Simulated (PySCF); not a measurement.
**C$_{3}$H$_{12}$Ge$_{2}$Si (SMILES C=C(C)[SiH2][GeH2][GeH3]): density, localisation and related maps**

Input file:

```
{"job": {"kind": "uv", "xc": "PBE0", "basis": "def2-SVPD", "ip": true, "dynamic": true}, "charge": 0, "multiplicity": 1}
C     -1.291206     0.089485     1.328205
C     -1.472980    -0.257287     0.045911
C     -2.650686    -1.078689    -0.397056
Si    -0.254938     0.295417    -1.284042
Ge     1.659578     1.356100    -0.349481
Ge     2.855309    -0.164173     1.115430
H     -0.440886     0.693090     1.661291
H     -1.997501    -0.218759     2.109467
H     -2.326020    -1.998211    -0.911855
H     -3.288194    -1.367434     0.453063
H     -3.273196    -0.521365    -1.117364
H     -0.945242     1.205544    -2.255062
H      0.205162    -0.897371    -2.067396
H      1.267617     2.620046     0.444347
H      2.606582     1.794809    -1.486194
H      4.268060     0.362104     1.432481
H      2.090090    -0.342320     2.440359
H      2.984541    -1.543385     0.441075
```

Command:

```sh
OMP_NUM_THREADS=1 python probes_run.py task.json out
```

Geometry: PBE0-D3(BJ)/def2-SVP.

Theory: PBE0/def2-SVPD, SCF density, gas phase (PySCF).

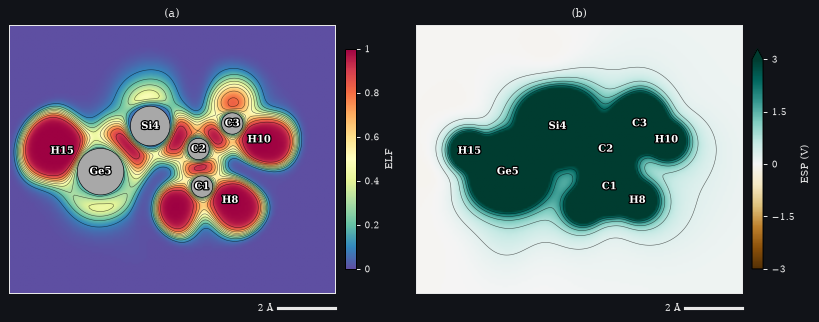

Figure 1. (a) ELF; (b) molecular electrostatic potential on the plane of atoms Si4, Ge5 and H15. Grey discs cover the atomic cores in the ELF map.

Interpret the plot.

Atoms in the plane: C, Si, Ge and H. C–C (1.34 Å): the ELF peaks at about 0.95 between the atoms: a short, multiple covalent bond. C–Si (1.89 Å): the ELF peaks at about 0.95 between the atoms, as expected for a shared electron pair. Si–Ge (2.38 Å): the ELF peaks at about 0.95 between the atoms; localised, covalent bonding. C–H (1.10 Å): the ELF climbs to about 1 towards the hydrogen, as it does in any bond to H (a covalent bond by its length). C–C (1.50 Å): the ELF peaks at about 0.95 between the atoms: a covalent bond. The potential has no marked negative region in this plane.

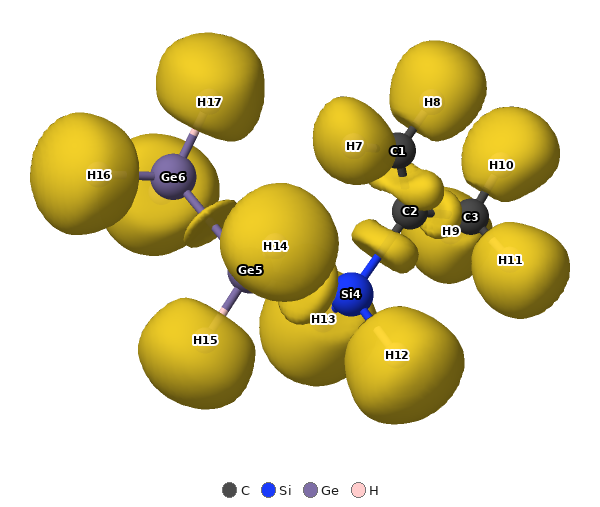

Figure 2. Isosurface of the ELF at 0.8 (yellow), seen at a tilt. Only the valence region is drawn (cores and ρ < 0.01 e/Å³ removed).

Identify the bonds, lone pairs and shells in this picture.

The surface consists of two regions between bonded C–C atoms (shared pairs), one region between bonded C–Si atoms (shared pairs), one region between bonded Ge–Ge atoms (shared pairs), one region between bonded Ge–Si atoms (shared pairs) and twelve regions around hydrogen nuclei.

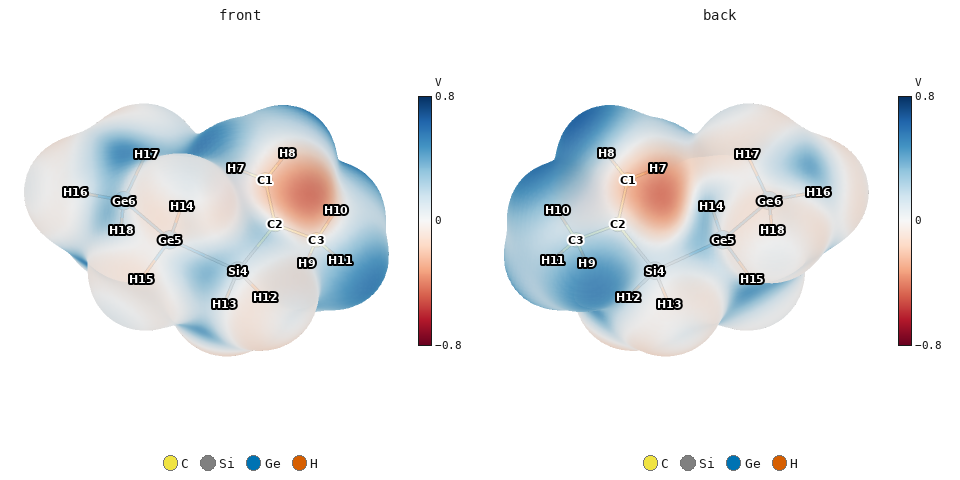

Figure 3. The electrostatic potential painted on the density surface at 0.001 e/bohr³, seen from the front and from behind; the colour scale runs from red (negative) to blue (positive).

Where is the surface potential most negative and most positive?

The most negative region (about −0.4 V, or −9 kcal/mol for a unit charge) lies over the π face of C1 and C2, the most positive (about +0.6 V, or +14 kcal/mol for a unit charge) over H7, H8 and H10.

What dipole moment does the calculation give?

Its dipole moment is 0.98 D.
